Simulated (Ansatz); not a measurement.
The starting structures come from a database of crystals and need not be the phases stable at ambient conditions.

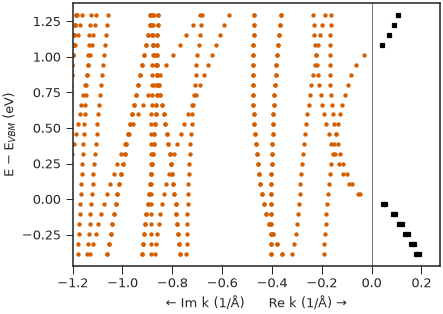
Figure. Complex bands at the centre of the two-dimensional zone; r2SCAN (Ansatz, a program for electronic structure)

The gap is the functional's own. No spin-orbit coupling. Mid-gap values are interpolated on the energy grid.

**Question.** This is SrZnAsF (P4/nmm, not sure to be the ambient phase, 8 atoms a cell, 19.8 Å³ an atom, -2 GPa at this level) along the normal of (110). Read off the slowest decay at the centre of the two-dimensional zone at 0.53 eV, the computed energy nearest the middle of the gap.

**Answer.** κ ≈ 0.14 1/Å, a decay length 1/(2κ) of the density of 3.7 Å.
